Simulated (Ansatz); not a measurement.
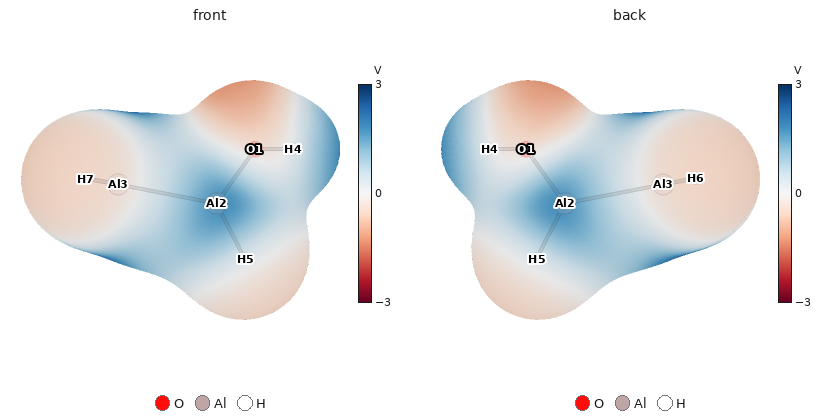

Al2H4O. The molecular electrostatic potential painted on the density surface at 0.001 e/bohr³, seen from the front and from behind; the colour scale runs from red (negative) to blue (positive).

Level of theory: RKS CAM-B3LYP-D4/def2-SVP (Ansatz).

```xyz
7

O    -1.7577   -0.9027   -0.3912
Al   -0.4111    0.0611   -0.8113
Al    1.3230    0.3444    1.0580
H    -2.5015   -1.1144   -0.9622
H    -0.3821    0.6672   -2.2856
H     2.5372   -0.6681    1.2449
H     1.2534    1.5444    2.1015
```

Where is the surface potential most negative and most positive?

The most negative region (about −1.2 V, or −28 kcal/mol for a unit charge) lies over O1, the most positive (about +2.4 V, or +55 kcal/mol for a unit charge) over Al3. O1 is the likeliest acceptor of a hydrogen bond.
